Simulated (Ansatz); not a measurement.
# Nudged elastic band, with input and output: CH₇GaO

- system: CH₇GaO
- method: RKS B3LYP-D4/def2-SVP (Ansatz 0.2.0)

It belongs to a series of runs on one base structure; here: band between the two ends. Figures and captions count atoms from 1; the log counts them from 0 in places.

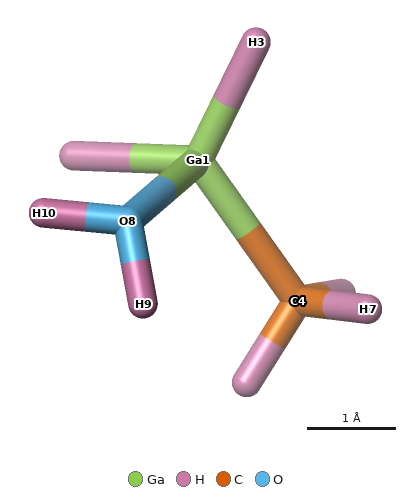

*The starting structure (stick view, seen at a tilt; atoms are numbered from 1 in the order of the input). Sticks mark near contacts.*

Bond lengths as drawn: C–Ga 2.00 Å, C–H 1.10 Å, Ga–H 1.58 to 1.59 Å, Ga–O 2.22 Å and H–O 0.97 Å.

Input:
```yaml
crystal:
  periodic: [false, false, false]
  atoms:
    - { symbol: Ga, position_ang: [-0.041402, 0.16512, 0.166567] }
    - { symbol: H, position_ang: [-0.209359, 0.517203, 1.707638] }
    - { symbol: H, position_ang: [1.343385, 0.463316, -0.529886] }
    - { symbol: C, position_ang: [-1.693474, 0.001585, -0.943025] }
    - { symbol: H, position_ang: [-2.514883, -0.500575, -0.40355] }
    - { symbol: H, position_ang: [-2.058988, 1.007299, -1.212265] }
    - { symbol: H, position_ang: [-1.509774, -0.537307, -1.887316] }
    - { symbol: O, position_ang: [0.192835, -2.012695, 0.507996] }
    - { symbol: H, position_ang: [-0.636613, -2.460049, 0.281828] }
    - { symbol: H, position_ang: [0.338972, -2.191697, 1.448913] }
basis:
  gaussian: { orbitals: def2-SVP }
hamiltonian:
  xc: b3lyp
  dispersion: d4
neb:
  order_check: false
  images: 7
  f_tol: 0.03
  max_iterations: 60
  final_atoms:
    - { symbol: Ga, position_ang: [-0.24482313, -0.0704173, -0.66990427] }
    - { symbol: H, position_ang: [1.23398005, -1.87167906, 3.47688463] }
    - { symbol: H, position_ang: [1.08341597, 0.71740362, -0.91575732] }
    - { symbol: C, position_ang: [-1.95990269, 0.04947266, -1.64252723] }
    - { symbol: H, position_ang: [-2.69672893, -0.681422, -1.27647125] }
    - { symbol: H, position_ang: [-2.38340498, 1.06145975, -1.52794945] }
    - { symbol: H, position_ang: [-1.79914231, -0.11941664, -2.72009232] }
    - { symbol: O, position_ang: [-0.10109888, -1.21548593, 0.71775746] }
    - { symbol: H, position_ang: [-0.89238852, -1.735655, 0.90978864] }
    - { symbol: H, position_ang: [0.97079242, -1.68206011, 2.78517111] }
  initial_path:
    images:
      - { positions_ang: [[-0.041402, 0.16512, 0.166567], [-0.209359, 0.517203, 1.707638], [1.343385, 0.463316, -0.529886], [-1.693474, 0.001585, -0.943025], [-2.514883, -0.500575, -0.40355], [-2.058988, 1.007299, -1.212265], [-1.509774, -0.537307, -1.887316], [0.192835, -2.012695, 0.507996], [-0.636613, -2.460049, 0.281828], [0.338972, -2.191697, 1.448913]] }
      - { positions_ang: [[-0.02940838, 0.12187161, 0.12449569], [-0.15536807, 0.38743215, 1.7602966], [1.34905438, 0.34085045, -0.59408615], [-1.69711102, 0.00356262, -0.95520587], [-2.45595745, -0.6038151, -0.49257664], [-2.11963541, 0.9797967, -1.08147581], [-1.50876765, -0.38935983, -1.9360364], [0.16220992, -2.00657341, 0.54686336], [-0.59823776, -2.48707841, 0.22366651], [0.26392044, -1.89448677, 1.54095872]] }
      - { positions_ang: [[-0.01741476, 0.07862322, 0.08242438], [-0.10137714, 0.25766131, 1.8129552], [1.35472376, 0.21838489, -0.6582863], [-1.70074804, 0.00554023, -0.96738674], [-2.3970319, -0.70705519, -0.58160329], [-2.18028282, 0.95229439, -0.95068662], [-1.50776131, -0.24141267, -1.98475681], [0.13158484, -2.00045183, 0.58573072], [-0.55986251, -2.51410782, 0.16550503], [0.18886888, -1.59727653, 1.63300443]] }
      - { positions_ang: [[-0.00542114, 0.03537483, 0.04035307], [-0.0473862, 0.12789046, 1.8656138], [1.36039314, 0.09591934, -0.72248646], [-1.70438506, 0.00751785, -0.97956761], [-2.33810635, -0.81029529, -0.67062993], [-2.24093023, 0.92479209, -0.81989744], [-1.50675496, -0.0934655, -2.03347721], [0.10095976, -1.99433024, 0.62459808], [-0.52148727, -2.54113723, 0.10734354], [0.11381732, -1.3000663, 1.72505015]] }
      - { positions_ang: [[0.00657248, -0.00787356, -0.00171824], [0.00660473, -0.00188038, 1.91827241], [1.36606252, -0.02654622, -0.78668661], [-1.70802208, 0.00949547, -0.99174849], [-2.2791808, -0.91353539, -0.75965657], [-2.30157764, 0.89728978, -0.68910825], [-1.50574862, 0.05448167, -2.08219762], [0.07033468, -1.98820865, 0.66346544], [-0.48311203, -2.56816664, 0.04918205], [0.03876576, -1.00285606, 1.81709587]] }
      - { positions_ang: [[-0.05627642, -0.0235095, -0.16876475], [0.31344856, -0.46933005, 2.30792546], [1.29540088, 0.15944124, -0.81895429], [-1.77099223, 0.01948976, -1.15444317], [-2.38356783, -0.85550704, -0.88886024], [-2.32203448, 0.93833227, -0.89881855], [-1.57909704, 0.01100709, -2.24167129], [0.02747629, -1.79502797, 0.67703845], [-0.58543115, -2.36003873, 0.2643337], [0.27177242, -1.17265708, 2.05911468]] }
      - { positions_ang: [[-0.11912532, -0.03914543, -0.33581126], [0.62029239, -0.93677972, 2.69757852], [1.22473924, 0.3454287, -0.85122197], [-1.83396239, 0.02948406, -1.31713786], [-2.48795487, -0.79747869, -1.01806391], [-2.34249131, 0.97937477, -1.10852885], [-1.65244547, -0.03246749, -2.40114497], [-0.0153821, -1.60184729, 0.69061145], [-0.68775027, -2.15191082, 0.47948535], [0.50477909, -1.34245809, 2.30113349]] }
      - { positions_ang: [[-0.18197423, -0.05478136, -0.50285776], [0.92713622, -1.40422939, 3.08723157], [1.15407761, 0.53141616, -0.88348964], [-1.89693254, 0.03947836, -1.47983255], [-2.5923419, -0.73945034, -1.14726758], [-2.36294815, 1.02041726, -1.31823915], [-1.72579389, -0.07594206, -2.56061864], [-0.05824049, -1.40866661, 0.70418446], [-0.7900694, -1.94378291, 0.694637], [0.73778576, -1.5122591, 2.5431523]] }
      - { positions_ang: [[-0.24482313, -0.0704173, -0.66990427], [1.23398005, -1.87167906, 3.47688463], [1.08341597, 0.71740362, -0.91575732], [-1.95990269, 0.04947266, -1.64252723], [-2.69672893, -0.681422, -1.27647125], [-2.38340498, 1.06145975, -1.52794945], [-1.79914231, -0.11941664, -2.72009232], [-0.10109888, -1.21548593, 0.71775746], [-0.89238852, -1.735655, 0.90978864], [0.97079242, -1.68206011, 2.78517111]] }
```

Hardware: 2 threads of Arm Neoverse V1, 24 GiB of memory available, shared host.

Command:
```bash
ansatz run input.yaml --threads 2 --pin off --max-ram 3072MiB --backend cpu --events-out ev --progress --plain --runs-dir out
```

The program's output:
```
Engine: ansatz 0.2.0, aarch64-unknown-linux-gnu
Functional definition: B3LYP
  parameter a0 = 0.2
  parameter ax = 0.72
  parameter ac = 0.81
  exchange = (1 - a0 - ax)*slater_x + ax*b88_x + a0*exact_x
  correlation = (1 - ac)*vwn_rpa_c + ac*lyp_c
1025 factors; integrals over basis functions are off by at most 5.3e-4 eV
mean field evaluation 1: about -55559.7496 eV, gradient 6.6e1 eV
mean field evaluation 2: about -55551.2816 eV, gradient 9.0e1 eV
mean field evaluation 4: about -55568.5509 eV, gradient 3.8e0 eV
mean field evaluation 8: about -55568.5843 eV, gradient 2.5e-2 eV
mean field -55568.58434013 eV, -2042.1078087606 hartree, gradient 3.1e-5 eV, S^2 0.000000; 0 other end points of the search recorded, 0 dependent functions left out
the calculation of the forces begins
reference -55568.58458181 eV, -2042.1078176422 hartree; 26, 26 occupied and 69, 69 virtual orbitals, 1025 factors
1020 factors; integrals over basis functions are off by at most 5.6e-4 eV
mean field evaluation 16: about -55523.7788 eV, gradient 1.4e2 eV
mean field -55568.57423889 eV, -2042.1074375468 hartree, gradient 3.7e-5 eV, S^2 0.000000; 0 other end points of the search recorded, 0 dependent functions left out
[... from here on the field's lines of each further geometry are left out, up to the last ...]
NEB iter   1: max|band force component| = 1.076e1 eV/Å  barrier→ = 2.0005 eV  barrier← = 1.9587 eV  Δτ_max = 0.2000 Å  (226 SCF iters)
NEB iter   2: max|band force component| = 2.548e0 eV/Å  barrier→ = 1.3608 eV  barrier← = 1.3190 eV  Δτ_max = 0.2000 Å  (197 SCF iters)
NEB iter   3: max|band force component| = 2.888e0 eV/Å  barrier→ = 1.1366 eV  barrier← = 1.0948 eV  Δτ_max = 0.1015 Å  (187 SCF iters)
NEB iter   4: max|band force component| = 1.334e0 eV/Å  barrier→ = 1.1818 eV  barrier← = 1.1400 eV  Δτ_max = 0.2000 Å  (188 SCF iters)
NEB iter   5: max|band force component| = 1.280e0 eV/Å  barrier→ = 1.2342 eV  barrier← = 1.1924 eV  Δτ_max = 0.2000 Å  (182 SCF iters)
NEB iter   6: max|band force component| = 2.234e0 eV/Å  barrier→ = 0.8525 eV  barrier← = 0.8107 eV  Δτ_max = 0.1003 Å  (183 SCF iters)
NEB iter   7: max|band force component| = 9.776e-1 eV/Å  barrier→ = 0.6372 eV  barrier← = 0.5953 eV  Δτ_max = 0.2000 Å  (177 SCF iters)
NEB iter   8: max|band force component| = 8.732e-1 eV/Å  barrier→ = 0.8983 eV  barrier← = 0.8564 eV  Δτ_max = 0.1984 Å  (184 SCF iters)
NEB iter   9: max|band force component| = 8.556e-1 eV/Å  barrier→ = 0.9603 eV  barrier← = 0.9185 eV  Δτ_max = 0.0999 Å  (176 SCF iters)
NEB iter  10: max|band force component| = 5.674e-1 eV/Å  barrier→ = 0.9273 eV  barrier← = 0.8855 eV  Δτ_max = 0.0967 Å  (171 SCF iters)
NEB iter  11: max|band force component| = 1.122e0 eV/Å  barrier→ = 0.8600 eV  barrier← = 0.8182 eV  CI = image 2  Δτ_max = 0.0993 Å  (169 SCF iters)
NEB iter  12: max|band force component| = 7.080e-1 eV/Å  barrier→ = 0.9534 eV  barrier← = 0.9116 eV  CI = image 2  Δτ_max = 0.1592 Å  (172 SCF iters)
NEB iter  13: max|band force component| = 4.557e-1 eV/Å  barrier→ = 0.9879 eV  barrier← = 0.9461 eV  CI = image 2  Δτ_max = 0.1045 Å  (174 SCF iters)
NEB iter  14: max|band force component| = 2.913e-1 eV/Å  barrier→ = 0.9649 eV  barrier← = 0.9230 eV  CI = image 2  Δτ_max = 0.1111 Å  (169 SCF iters)
NEB iter  15: max|band force component| = 8.808e-2 eV/Å  barrier→ = 0.9605 eV  barrier← = 0.9187 eV  CI = image 2  Δτ_max = 0.0636 Å  (171 SCF iters)
NEB iter  16: max|band force component| = 9.194e-2 eV/Å  barrier→ = 0.9586 eV  barrier← = 0.9167 eV  CI = image 2  Δτ_max = 0.0318 Å  (169 SCF iters)
NEB iter  17: max|band force component| = 8.491e-2 eV/Å  barrier→ = 0.9582 eV  barrier← = 0.9164 eV  CI = image 2  Δτ_max = 0.0318 Å  (169 SCF iters)
NEB iter  18: max|band force component| = 5.152e-2 eV/Å  barrier→ = 0.9573 eV  barrier← = 0.9155 eV  CI = image 2  Δτ_max = 0.0319 Å  (167 SCF iters)
NEB iter  19: max|band force component| = 1.714e-1 eV/Å  barrier→ = 0.9571 eV  barrier← = 0.9152 eV  CI = image 2  Δτ_max = 0.0159 Å  (164 SCF iters)
the calculation of the forces begins
reference -55568.57173763 eV, -2042.1073456270 hartree; 26, 26 occupied and 69, 69 virtual orbitals, 1020 factors
1027 factors; integrals over basis functions are off by at most 6.4e-4 eV
mean field -55567.61946497 eV, -2042.0723502525 hartree, gradient 5.0e-5 eV, S^2 0.000000; 1 other end points of the search recorded, 0 dependent functions left out
the calculation of the forces begins
reference -55567.61971008 eV, -2042.0723592599 hartree; 26, 26 occupied and 69, 69 virtual orbitals, 1027 factors
NEB iter  20: max|band force component| = 2.620e-2 eV/Å  barrier→ = 0.9569 eV  barrier← = 0.9151 eV  CI = image 2  Δτ_max = 0.0000 Å  (341 SCF iters)
```

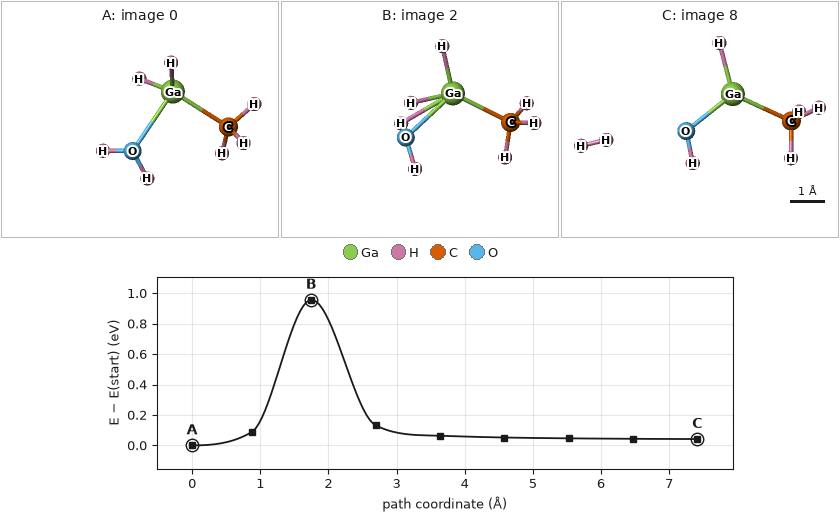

*Images of the last band (counted from 0; ball-and-stick, seen at a tilt) above the energy along the path; the line is a cubic interpolation that uses the forces.*

The highest image is number 2, 0.957 eV above the start and 0.915 eV above the end (the climbing image); the end lies 0.042 eV above the start. The path is 7.41 Å long. The band converged in 20 iterations.

```
Total energy: -55567.87084299 eV, -2042.0815882244 hartree
Atom 0 at     0.043570    -0.223620    -0.159943 Å, force    -0.006514    -0.013455     0.008693 eV/Å
Atom 1 at    -0.191561    -0.153452     1.709316 Å, force     0.000123     0.007607    -0.002357 eV/Å
Atom 2 at     1.439959     0.397146    -0.475542 Å, force     0.004036     0.004832     0.001132 eV/Å
Atom 3 at    -1.720424     0.020176    -1.007802 Å, force    -0.003731    -0.008954     0.012080 eV/Å
Atom 4 at    -2.474769    -0.644719    -0.559479 Å, force     0.000471     0.000687     0.000556 eV/Å
Atom 5 at    -2.060926     1.059858    -0.880003 Å, force    -0.001274     0.012557    -0.004873 eV/Å
Atom 6 at    -1.669090    -0.186180    -2.088827 Å, force     0.006691    -0.002680    -0.005336 eV/Å
Atom 7 at     0.296995    -2.038412     0.618499 Å, force     0.009137     0.026238    -0.007761 eV/Å
Atom 8 at    -0.435783    -2.658351     0.490917 Å, force    -0.014691    -0.020505     0.000006 eV/Å
Atom 9 at    -0.017271    -1.120245     1.489765 Å, force     0.005752    -0.006326    -0.002140 eV/Å
Dipole moment:    -0.378957    -0.104781    -0.157827 e Å
this run last wrote the band of iteration 20 to [file]
```

The last band as extended XYZ (Å, eV, eV/Å):
```
10
Properties=species:S:1:pos:R:3:forces:R:3 image=0 energy=-55568.82750
Ga   -0.0414    0.1651    0.1666    0.0033  -0.0044  -0.0119
H    -0.2094    0.5172    1.7076   -0.0016   0.0013   0.0096
H     1.3434    0.4633   -0.5299    0.0008   0.0021   0.0000
C    -1.6935    0.0016   -0.9430   -0.0019   0.0021   0.0060
H    -2.5149   -0.5006   -0.4036   -0.0023   0.0017  -0.0011
H    -2.0590    1.0073   -1.2123   -0.0017   0.0016  -0.0029
H    -1.5098   -0.5373   -1.8873    0.0030  -0.0030   0.0009
O     0.1928   -2.0127    0.5080   -0.0032  -0.0036   0.0017
H    -0.6366   -2.4600    0.2818    0.0020   0.0005  -0.0027
H     0.3390   -2.1917    1.4489    0.0017   0.0018   0.0004
10
Properties=species:S:1:pos:R:3:forces:R:3 image=1 energy=-55568.73939
Ga   -0.0032    0.0532    0.0367   -0.0241   0.0995   0.0784
H    -0.1709    0.2627    1.6228    0.0094   0.1575  -0.0339
H     1.3984    0.3806   -0.5992   -0.0147  -0.0090  -0.0421
C    -1.7068    0.0366   -0.9938    0.0071  -0.0020  -0.0015
H    -2.4516   -0.6469   -0.5513    0.0109   0.0018  -0.0003
H    -2.1371    1.0515   -0.9362   -0.0245  -0.0025  -0.0265
H    -1.5889   -0.2140   -2.0596    0.0307  -0.0136   0.0091
O     0.2575   -2.0575    0.6453    0.0028   0.0030  -0.0004
H    -0.4706   -2.6542    0.4160   -0.0197   0.0055  -0.0074
H     0.0840   -1.7599    1.5561    0.0220  -0.2401   0.0246
10
Properties=species:S:1:pos:R:3:forces:R:3 image=2 energy=-55567.87060
Ga    0.0436   -0.2236   -0.1599   -0.0065  -0.0135   0.0087
H    -0.1916   -0.1535    1.7093    0.0001   0.0076  -0.0024
H     1.4400    0.3971   -0.4755    0.0040   0.0048   0.0011
C    -1.7204    0.0202   -1.0078   -0.0037  -0.0090   0.0121
H    -2.4748   -0.6447   -0.5595    0.0005   0.0007   0.0006
H    -2.0609    1.0599   -0.8800   -0.0013   0.0126  -0.0049
H    -1.6691   -0.1862   -2.0888    0.0067  -0.0027  -0.0053
O     0.2970   -2.0384    0.6185    0.0091   0.0262  -0.0078
H    -0.4358   -2.6584    0.4909   -0.0147  -0.0205   0.0000
H    -0.0173   -1.1202    1.4898    0.0058  -0.0063  -0.0021
10
Properties=species:S:1:pos:R:3:forces:R:3 image=3 energy=-55568.69514
Ga    0.0913   -0.5018   -0.4283    0.0181  -0.0692  -0.0958
H    -0.2282   -0.0161    2.0991   -0.0261   0.0469   0.1284
H     1.4203    0.3172   -0.5351   -0.0100  -0.0149   0.0043
C    -1.7266   -0.0026   -1.0168    0.0064   0.0037  -0.0038
H    -2.4941   -0.6398   -0.5520   -0.0110  -0.0077  -0.0007
H    -1.9580    1.0517   -0.7971    0.0328  -0.0103   0.0137
H    -1.7881   -0.1343   -2.1100   -0.0297   0.0036  -0.0164
O     0.3748   -2.1681    0.2281    0.0366  -0.0630  -0.1125
H    -0.4151   -2.7132    0.3347    0.0036  -0.0068  -0.0501
H    -0.0654   -0.7407    1.9142   -0.0207   0.1178   0.1328
10
Properties=species:S:1:pos:R:3:forces:R:3 image=4 energy=-55568.76393
Ga    0.1035   -0.5179   -0.6908   -0.0022   0.0017  -0.0075
H    -0.2413   -0.1943    2.7203   -0.0012  -0.0021   0.0121
H     1.4370    0.2401   -0.9958    0.0029   0.0005  -0.0078
C    -1.7541    0.0095   -1.1028    0.0006   0.0001  -0.0030
H    -2.4857   -0.6591   -0.6243   -0.0014  -0.0013  -0.0015
H    -1.9423    1.0409   -0.7640    0.0005   0.0005   0.0006
H    -1.9193   -0.0155   -2.1926   -0.0018   0.0019  -0.0032
O     0.4104   -2.0824    0.1543    0.0002  -0.0043   0.0028
H    -0.3767   -2.6015    0.3635    0.0024   0.0034   0.0006
H    -0.0208   -0.7677    2.2691   -0.0001  -0.0004   0.0069
10
Properties=species:S:1:pos:R:3:forces:R:3 image=5 energy=-55568.77562
Ga    0.0449   -0.4403   -0.8228    0.0004   0.0069   0.0058
H     0.0151   -0.6449    3.1744    0.0015  -0.0029   0.0051
H     1.3668    0.2657   -1.2710   -0.0005  -0.0027  -0.0046
C    -1.8259    0.0401   -1.2323   -0.0024  -0.0032  -0.0011
H    -2.5415   -0.6560   -0.7691    0.0007   0.0005  -0.0023
H    -2.0386    1.0577   -0.8652    0.0016  -0.0002  -0.0011
H    -1.9907    0.0423   -2.3219   -0.0022   0.0008  -0.0054
O     0.3797   -1.8711    0.2256    0.0059   0.0039  -0.0036
H    -0.3988   -2.3680    0.5081   -0.0059  -0.0014   0.0047
H     0.1995   -0.9733    2.5112    0.0011  -0.0017   0.0026
10
Properties=species:S:1:pos:R:3:forces:R:3 image=6 energy=-55568.78107
Ga   -0.0464   -0.3205   -0.8270    0.0036   0.0045   0.0124
H     0.4341   -1.0789    3.4510    0.0022  -0.0017   0.0020
H     1.2746    0.4107   -1.2346    0.0008  -0.0022  -0.0021
C    -1.9021    0.0565   -1.3868   -0.0014  -0.0026  -0.0064
H    -2.6077   -0.7052   -1.0222   -0.0006  -0.0004  -0.0003
H    -2.2134    1.0375   -0.9907    0.0020   0.0004  -0.0004
H    -1.9717    0.1083   -2.4852   -0.0013  -0.0004  -0.0010
O     0.2665   -1.6664    0.3354   -0.0127   0.0047  -0.0096
H    -0.5142   -2.1732    0.5946    0.0070  -0.0021   0.0048
H     0.4910   -1.2166    2.7025    0.0005  -0.0002   0.0006
10
Properties=species:S:1:pos:R:3:forces:R:3 image=7 energy=-55568.78410
Ga   -0.1513   -0.1891   -0.7579   -0.0010   0.0047   0.0077
H     0.8756   -1.4884    3.5456    0.0012  -0.0011   0.0002
H     1.1701    0.5890   -1.0645    0.0010  -0.0013  -0.0017
C    -1.9520    0.0660   -1.5278    0.0002  -0.0025  -0.0031
H    -2.6621   -0.7015   -1.1847   -0.0004   0.0000  -0.0004
H    -2.3408    1.0561   -1.2373    0.0016   0.0002  -0.0001
H    -1.9066    0.0405   -2.6284   -0.0011  -0.0004  -0.0011
O     0.0967   -1.4655    0.4937   -0.0020   0.0018  -0.0041
H    -0.6850   -1.9913    0.7077    0.0003  -0.0013   0.0022
H     0.7661   -1.4636    2.7904    0.0003  -0.0002   0.0005
10
Properties=species:S:1:pos:R:3:forces:R:3 image=8 energy=-55568.78567
Ga   -0.2448   -0.0704   -0.6699   -0.0058  -0.0068   0.0179
H     1.2340   -1.8717    3.4769   -0.0035   0.0018  -0.0100
H     1.0834    0.7174   -0.9158    0.0005  -0.0011  -0.0015
C    -1.9599    0.0495   -1.6425    0.0013   0.0071  -0.0125
H    -2.6967   -0.6814   -1.2765    0.0014   0.0013  -0.0004
H    -2.3834    1.0615   -1.5279    0.0070  -0.0129  -0.0008
H    -1.7991   -0.1194   -2.7201   -0.0034   0.0016   0.0136
O    -0.1011   -1.2155    0.7178   -0.0066   0.0080  -0.0172
H    -0.8924   -1.7357    0.9098    0.0047   0.0037  -0.0002
H     0.9708   -1.6821    2.7852    0.0044  -0.0027   0.0112
```

Key numbers:

- outcome: converged
- barrier, forward: 0.957 eV
- barrier, backward: 0.915 eV
- wall time: 5.5 min (CPU time 11 min)
- peak memory: 0.2 GiB

Notes:

The order of the saddle point was not checked.
